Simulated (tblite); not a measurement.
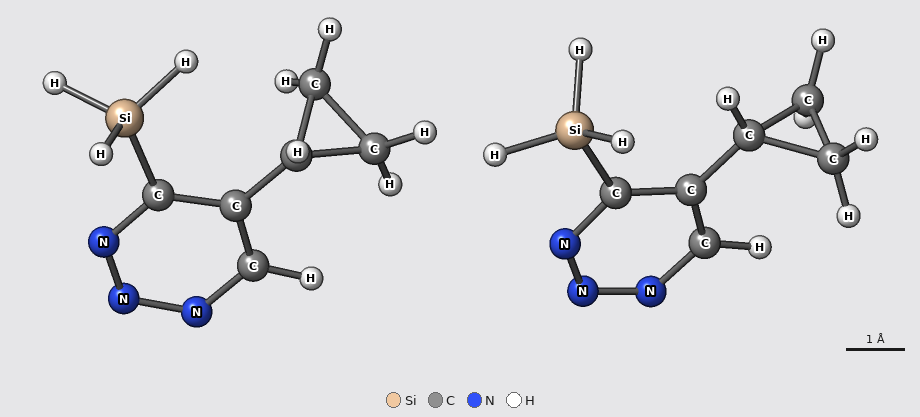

Two geometries of C₆H₉N₃Si, drawn at one scale. One is the start of a relaxation, the other its converged end. Style: ball-and-stick. Shown at a tilt.

Computed with tblite 0.8.0, GFN2-xTB geometry optimisation, gas phase. 

Question: Which one is relaxed?

Answer: The right one is the relaxed one. The largest move after the best rigid fit is that of an H atom, 1.66 Å. By element the largest moves are H 1.66 Å, C 0.72 Å, N 0.45 Å, Si 0.41 Å. Among the contacts that change: C–Si 1.847 → 1.897 Å, N–N 1.333 → 1.290 Å, C–C 1.530 → 1.489 Å, C–H 1.120 → 1.079 Å. Among the angles between lasting bonds that change: H–Si–H 105.4° → 112.3°, C–C–C 114.5° → 120.5°, Si–C–C 122.5° → 126.9°. Groups turn about C–C by about 55°, C–Si by about 45°. Over 151 geometry steps the energy falls by 11.4 kcal/mol. The run took 1.3 s on 1 thread of Arm Neoverse V1, with other jobs on the host.
